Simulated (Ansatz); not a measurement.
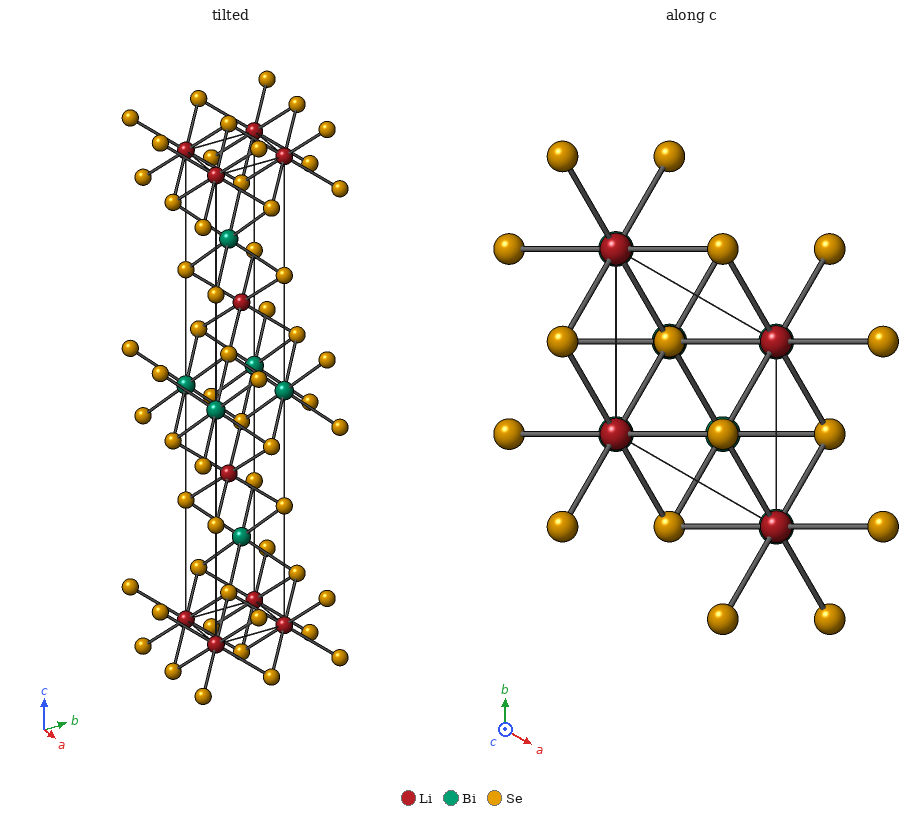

The image is a ball-and-stick drawing of a crystal, viewed slightly off an axis and along the c axis. The box is the conventional unit cell; atoms on or close to its faces, edges and corners are drawn wherever they repeat. Some neighbours outside the box are added.

LiBiSe₂, α-NaFeO₂ type, space group R-3m (No. 166), a = 4.120 Å, b = 4.120 Å, c = 19.840 Å, α = 90.00°, β = 90.00°, γ = 120.00°. Its origin is a structure type filled with these elements by a generator (whether the compound takes this form wasn't checked). Earlier steps of the study, as a rule a relaxation of our own, may have changed the cell and positions, so they can lie some per cent off the listed ones. Ansatz was used for an electronic-structure calculation on it.

This one geometry was computed with Ansatz (DFT, plane waves, PAW) at four levels of theory: PBE, r2SCAN, LDA and PBE with spin-orbit coupling. It was relaxed beforehand with r2SCAN.

Which level gives the highest pressure at this volume, and what does that say about its equilibrium volume?

Answer. Highest: PBE (0.9 GPa) and PBE with spin-orbit coupling (1.2 GPa), which points to the largest equilibrium volume. Lowest, with the smallest volume: LDA (-2.9 GPa). Levels within 0.5 GPa of each other can't be told apart.

How does the band gap change with the level of theory?

Answer. PBE with spin-orbit coupling: a gap of 0.47 eV, direct; LDA: a gap of 0.91 eV, direct; PBE: a gap of 1.04 eV, direct; r2SCAN: a gap of 1.39 eV, direct.

Collect the results in a table.

Answer.
| level | cutoff (eV) | k-mesh of the run's cell | gap (eV) | pressure (GPa) |
| --- | --- | --- | --- | --- |
| PBE | 420 | 8×8×8 | 1.04 | 0.9 |
| r2SCAN | 500 | 8×8×8 | 1.39 | 0.0 |
| LDA | 420 | 8×8×8 | 0.91 | -2.9 |
| PBE with spin-orbit coupling | 420 | 8×8×8 | 0.47 | 1.2 |

Gaps are taken on the k-mesh or band path of each run.
